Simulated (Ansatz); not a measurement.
**AlBrCl$_{3}$H: density, localisation and related maps**

Input

```
crystal:
  periodic: [false, false, false]
  atoms:
    - { symbol: Al, position_ang: [-0.005557, 0.229835, -0.032214] }
    - { symbol: Cl, position_ang: [-0.007366, 0.487173, 2.141345] }
    - { symbol: Cl, position_ang: [1.79838, 0.273646, -1.054904] }
    - { symbol: Cl, position_ang: [-1.813703, 0.230803, -1.04903] }
    - { symbol: Br, position_ang: [0.123362, -3.16687, 1.151655] }
    - { symbol: H, position_ang: [0.082484, -2.082485, 2.189948] }
basis:
  gaussian: { orbitals: def2-SVP }
hamiltonian:
  xc: pbe0
relax:
  f_tol: 0.03
  max_steps: 50
output:
  orbitals: {}
```

Command:

```sh
ansatz run input.yaml --threads 4 --pin off --max-ram 5120MiB --backend cpu --events-out ev --progress --plain --runs-dir out
```

The fields are those of the run's last geometry, not of the input's.

Level of theory: RKS PBE0/def2-SVP (Ansatz 0.2.0).

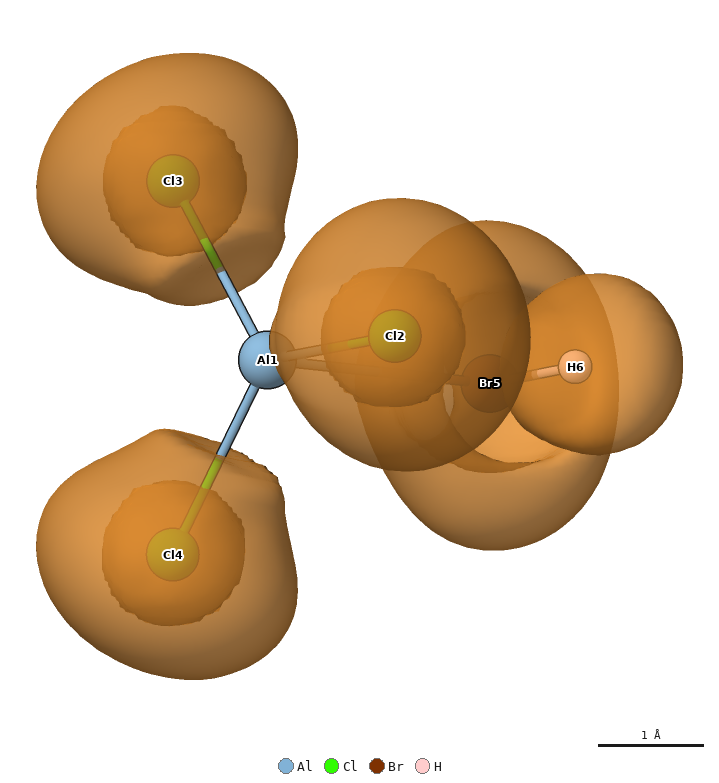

Figure 1. Isosurface of the ELF at 0.75 (orange), seen across its widest extent. Core shells and regions of very low density are left out.

> What do the ELF domains correspond to?

The ELF exceeds this value in one region around a hydrogen nucleus, one region on Br in which the atom's valence shell and bonds are merged and three regions on Cl in which the atom's valence shell and bonds are merged. Along the contacts the grid gives the following. Al–Cl (2.10 Å): the ELF peaks at about 0.90 in the valence shell of Cl, 0.9 Å from its nucleus, and is about 0.80 at the midpoint. Al–Br (2.71 Å): the ELF peaks at about 0.90 in the valence shell of Br, 1.1 Å from its nucleus, and is about 0.80 at the midpoint.

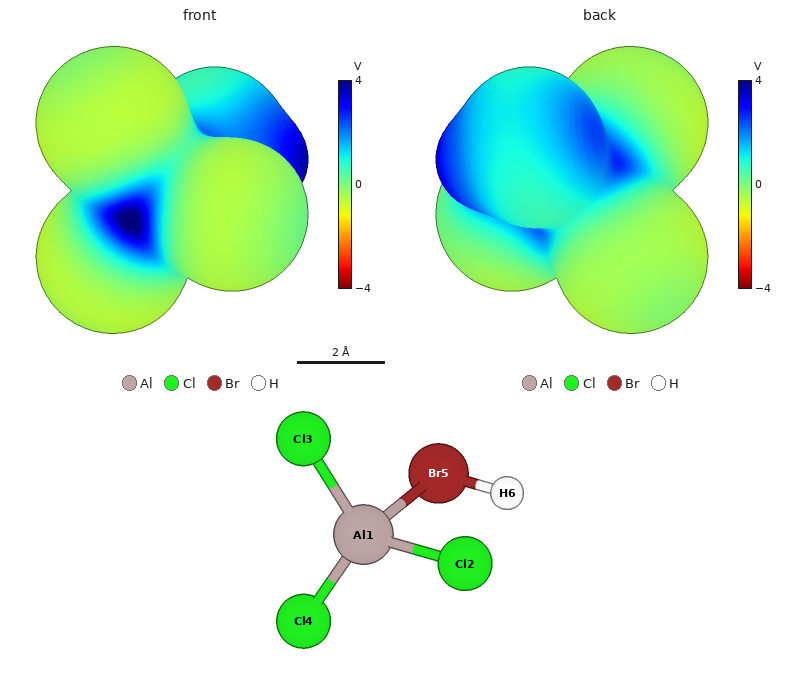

Figure 2. The electrostatic potential painted on the density surface at 0.004 e/bohr³, seen from the front and from behind; red is negative and blue positive. The bare structure is drawn below in the same view.

> Describe the electrostatic potential map.

The most negative region (about −0.6 V, or −14 kcal/mol for a unit charge) lies over Cl3 and Cl4, the most positive (about +3.7 V, or +85 kcal/mol for a unit charge) over Al1 and H6.

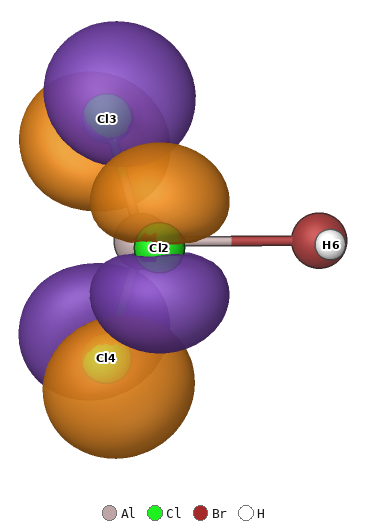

Figure 3. One frontier orbital at ±0.08 Å⁻³ᐟ² (orange and purple are the two phases), seen at a tilt.

> Which orbital is it: HOMO or LUMO?

The HOMO, at −8.78 eV. It lies mainly on Cl3 (about 35 %), Cl4 (about 35 %) and Cl2 (about 25 %); largely a combination of lone pairs on Cl3, Cl4 and Cl2.

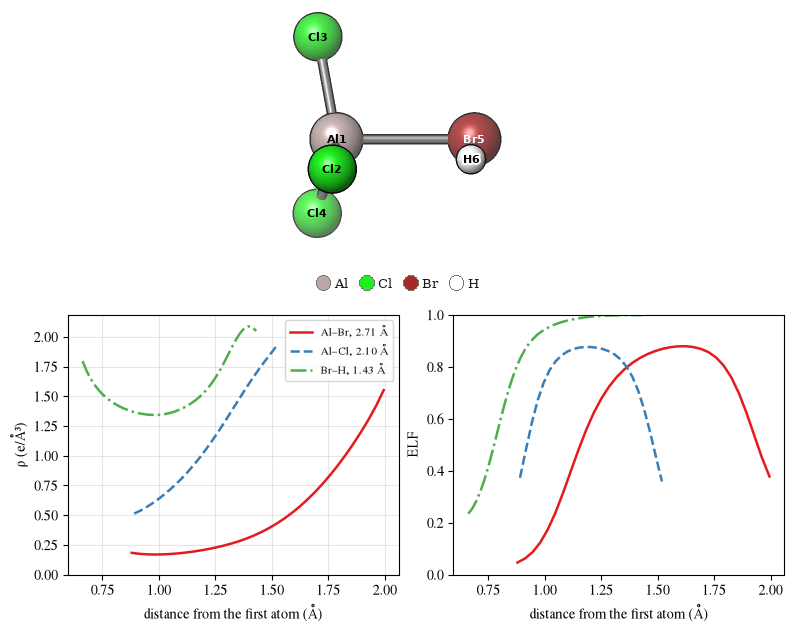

Figure 4. Electron density and electron localisation function along straight lines between neighbouring atoms. The curves leave out the atomic cores. The structure is drawn too.

> Compare the contacts.

Al–Br (2.71 Å): the density is about 0.28 e/Å³ at the midpoint, with its minimum of 0.17 e/Å³ about 1.0 Å from Al; the ELF peaks at about 0.90 in the valence shell of Br, 1.1 Å from its nucleus, and is about 0.80 at the midpoint.
Al–Cl (2.10 Å): ρ at the midpoint is about 0.71 e/Å³; the ELF peaks at about 0.90 in the valence shell of Cl, 0.9 Å from its nucleus, and is about 0.80 at the midpoint.
Br–H (1.43 Å): ρ at the midpoint is about 1.6 e/Å³; the ELF climbs to about 1 towards the hydrogen, as it does in any bond to H.
